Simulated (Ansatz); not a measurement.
**CH₂AlBrS: density, localisation and related maps**

Input

```
crystal:
  periodic: [false, false, false]
  atoms:
    - {symbol: Br, position_ang: [-1.739364, -2.629629, 0.431643]}
    - {symbol: Al, position_ang: [-0.674175, -0.746523, -0.075698]}
    - {symbol: C, position_ang: [0.669755, 0.573884, 0.167111]}
    - {symbol: S, position_ang: [-0.505906, 0.943950, -1.317391]}
    - {symbol: H, position_ang: [0.598272, 1.353358, 0.921375]}
    - {symbol: H, position_ang: [1.693519, 0.440859, -0.173141]}
basis:
  gaussian: {orbitals: def2-TZVPP}
hamiltonian: {xc: pbe0, dispersion: d4}
output: {orbitals: {seedname: orbitals}}
```

Command:

```sh
ansatz run in.yaml --threads 2 --pin off --events-out ev --progress --plain --max-ram 4352MiB
```

Geometry: PBE0-D4/def2-TZVP.

Method: Ansatz 0.2.0, RKS PBE0-D4/def2-TZVPP.

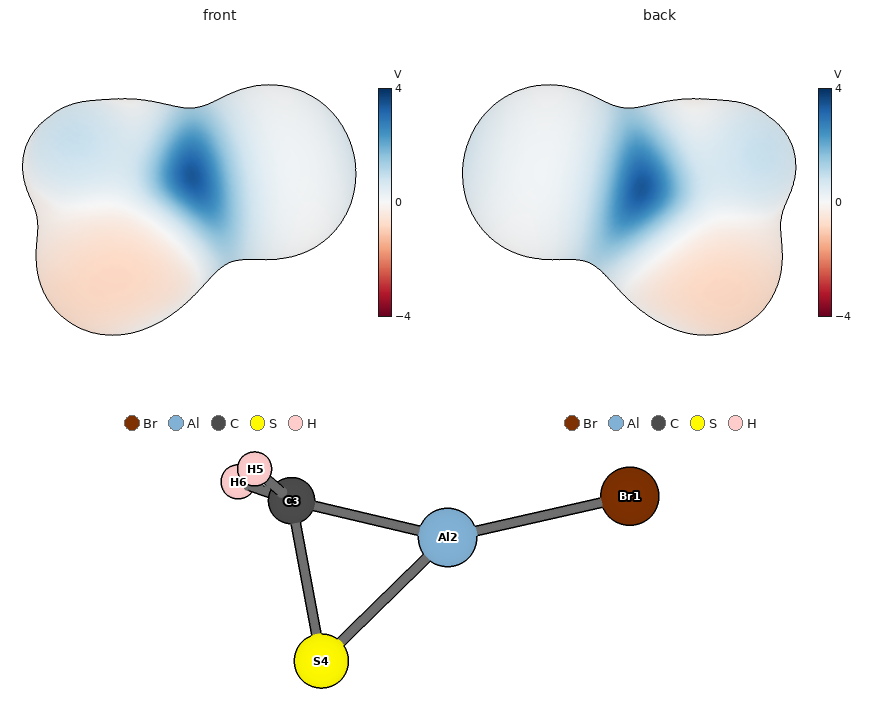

Figure 1. The electrostatic potential painted on the density surface at 0.002 e/bohr³, seen from the front and from behind; the colour scale runs from red (negative) to blue (positive). The bare structure is drawn below in the same view.

Describe the electrostatic potential map.

The most negative region (about −0.8 V, or −18 kcal/mol for a unit charge) lies over S4, the most positive (about +3.3 V, or +76 kcal/mol for a unit charge) over Al2. Br1 shows a σ-hole: about +0.6 V, or +14 kcal/mol for a unit charge at the tip opposite its bond, against about +0.1 V on its flanks.

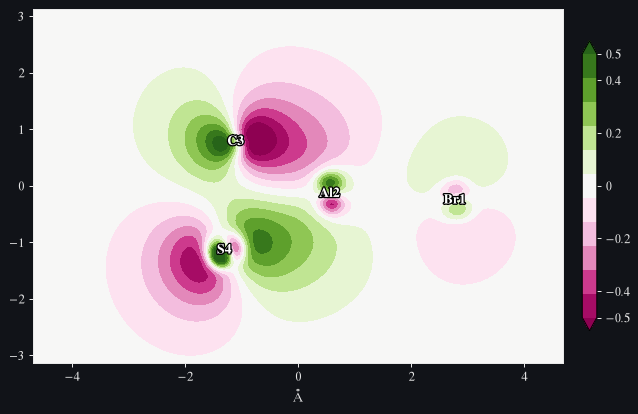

Figure 2. The HOMO−1 on the plane of atoms Al2, S4 and C3 (values in Å⁻³ᐟ²; the overall sign is arbitrary).

Where does this orbital lie, and at what energy?

It lies mainly on S4 (about 40 %), C3 (about 30 %) and Al2 (about 20 %). Its energy is −7.14 eV.

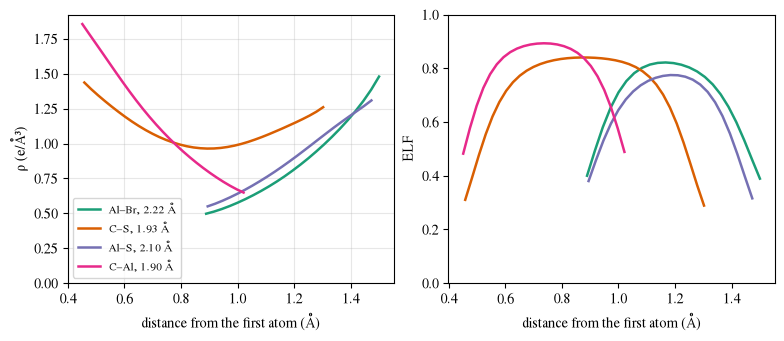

Figure 3. Total electron density and electron localisation function along straight lines between neighbouring atoms. The curves leave out the atomic cores.

Compare the contacts.

Al–Br (2.22 Å): ρ is about 0.69 e/Å³ halfway; the ELF peaks at about 0.80 in the valence shell of Br, 1.1 Å from its nucleus, and is about 0.80 at the midpoint.
C–S (1.93 Å): ρ is about 0.98 e/Å³ halfway; the ELF peaks at about 0.85 between the atoms; localised, covalent bonding.
Al–S (2.10 Å): ρ is about 0.7 e/Å³ halfway; the ELF peaks at about 0.75 in the valence shell of S, 0.9 Å from its nucleus, and is about 0.70 at the midpoint.
C–Al (1.90 Å): ρ at the midpoint is about 0.73 e/Å³; the ELF peaks at about 0.90 between the atoms (a shared but strongly polarised pair).
